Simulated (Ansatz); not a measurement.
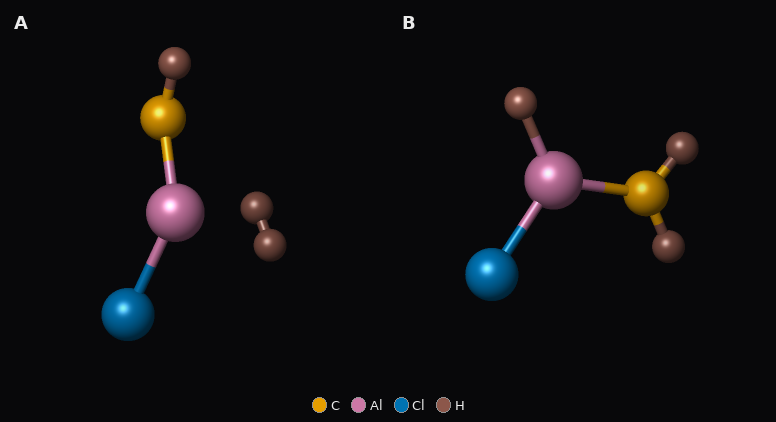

2 stationary structures of one formula. The species is neutral and a spin doublet. Geometries: PBE0-D4/def2-TZVP. Electronic energies: UHF-CCSD(T) (frozen core)/def2-TZVPP (Ansatz 0.2.0), without zero-point energy. No frequency run is at hand to confirm each as a minimum.

Question: Rank them by energy, lowest first.

Answer: B is lowest (Cs); A lies 3.233 eV above it (C1).

The determinant isn't a pure spin state (⟨S²⟩ up to 1.59).
